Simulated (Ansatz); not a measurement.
**C3H9GeNO (SMILES [CH3][GeH2][N](C)C=O): density, localisation and related maps**

Input

```
crystal:
  periodic: [false, false, false]
  atoms:
    - { symbol: C, position_ang: [-0.308, -2.2404, 0.5691] }
    - { symbol: Ge, position_ang: [0.9089, -0.7408, 0.345] }
    - { symbol: "N", position_ang: [-0.0398, 0.8238, -0.1352] }
    - { symbol: C, position_ang: [0.3504, 1.4974, -1.3943] }
    - { symbol: C, position_ang: [-0.9826, 1.3389, 0.7667] }
    - { symbol: O, position_ang: [-1.6265, 2.4093, 0.5033] }
    - { symbol: H, position_ang: [-0.8749, -2.3483, -0.3923] }
    - { symbol: H, position_ang: [-1.0406, -1.9254, 1.3533] }
    - { symbol: H, position_ang: [0.1922, -3.1061, 0.8703] }
    - { symbol: H, position_ang: [1.6662, -0.5099, 1.7056] }
    - { symbol: H, position_ang: [1.9229, -1.1076, -0.7397] }
    - { symbol: H, position_ang: [0.6543, 2.5282, -1.184] }
    - { symbol: H, position_ang: [-0.6949, 1.5511, -2.0235] }
    - { symbol: H, position_ang: [1.0325, 0.9522, -1.9412] }
    - { symbol: H, position_ang: [-1.1818, 0.827, 1.7261] }
basis:
  gaussian: { orbitals: def2-mTZVP }
hamiltonian:
  xc: hf
relax:
  f_tol: 0.015
  max_steps: 40
output:
  orbitals: {}
```

Run with:

```sh
ansatz run input.yaml --threads 2 --pin off --max-ram 3072MiB --backend cpu --events-out ev --progress --plain --runs-dir out
```

The fields are those of the relaxed geometry.

Level of theory: RHF/def2-mTZVP (Ansatz 0.2.0).

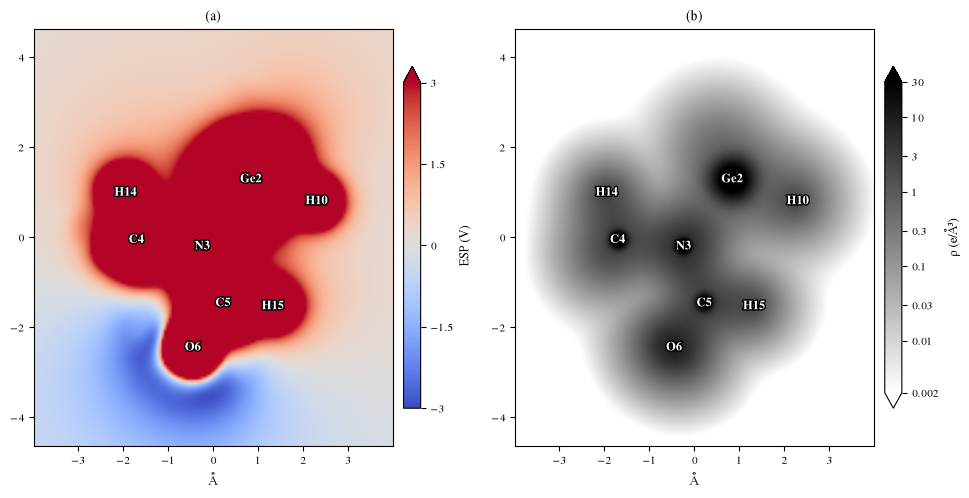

Figure 1. (a) electrostatic potential; (b) total electron density on the plane of atoms N3, C4 and H14.

What does the map show?

- The section cuts through Ge, N, C, O and H sites.
- C–O (1.20 Å): ρ at the midpoint is about 3.5 e/Å³.
- C–N (1.35 Å): ρ at the midpoint is about 2.5 e/Å³.
- Ge–N (1.86 Å): ρ at the midpoint is about 0.91 e/Å³.
- C–H (1.08 Å): the density is about 2 e/Å³ at the midpoint.
- C–N (1.46 Å): the density is about 1.9 e/Å³ at the midpoint.
- Outside the dense part of the molecule the potential is most negative (−2.9 V) near O6.

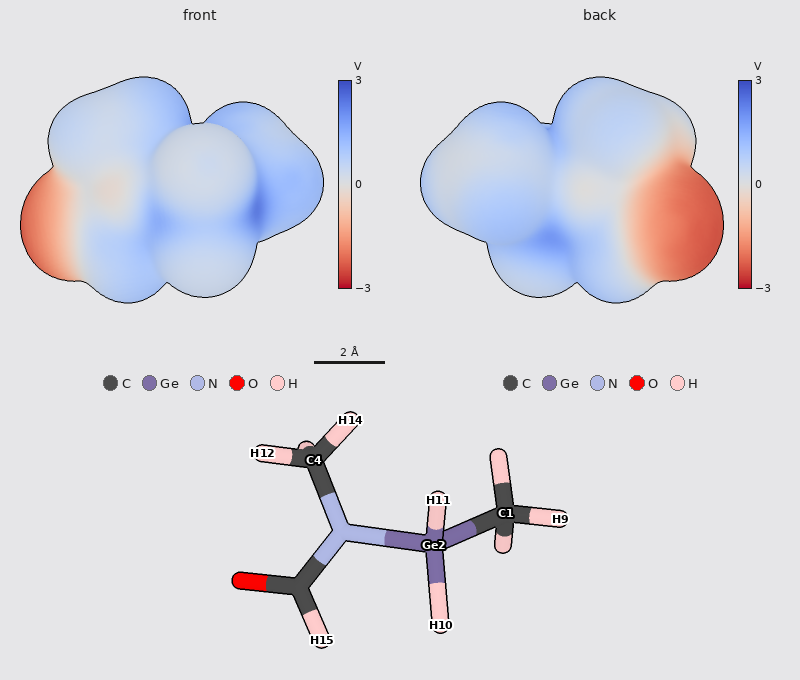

Figure 2. The electrostatic potential painted on the density surface at 0.002 e/bohr³, seen from the front and from behind; red is negative and blue positive. The bare structure is drawn below in the same view.

Where is the surface potential most negative and most positive?

The most negative region (about −2.3 V, or −53 kcal/mol for a unit charge) lies over O6, the most positive (about +2.0 V, or +46 kcal/mol for a unit charge) over Ge2. O6 is the likeliest acceptor of a hydrogen bond.

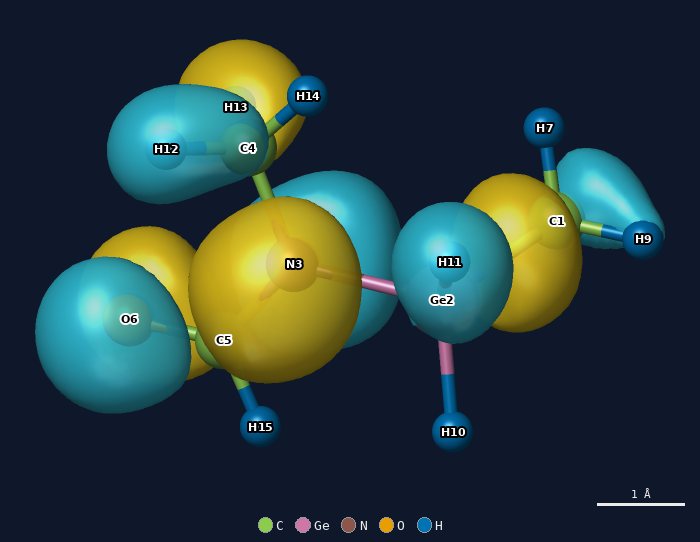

Figure 3. The HOMO at ±0.08 Å⁻³ᐟ² (yellow and cyan are the two phases), seen across its widest extent.

Describe this orbital and give its energy.

By Hirshfeld shares it lies mainly on N3 (about 40 %), O6 (about 20 %), C5 (about 10 %), Ge2 (about 5 %) and C4 (about 5 %). Its energy is −10.37 eV.
